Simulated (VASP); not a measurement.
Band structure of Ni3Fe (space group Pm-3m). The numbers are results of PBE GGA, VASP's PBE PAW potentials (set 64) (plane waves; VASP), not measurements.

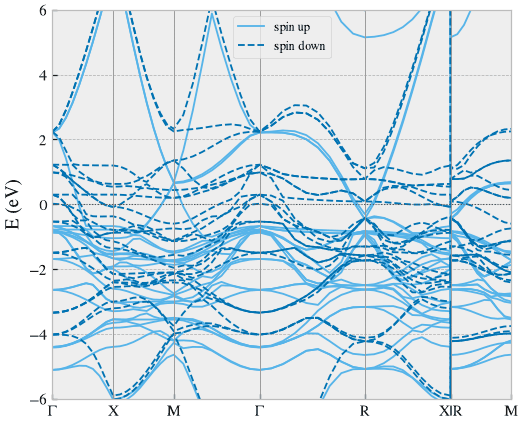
*Bands along high-symmetry lines, zero at the valence-band maximum or, without a gap, the Fermi level*

Q: Read the plot: is there a gap, and where are the band edges?

A: It has no gap at this level: it comes out as a metal or semimetal.

The structure is a typed Ni3Fe crystal (Pm-3m). The cell was not relaxed at this level.
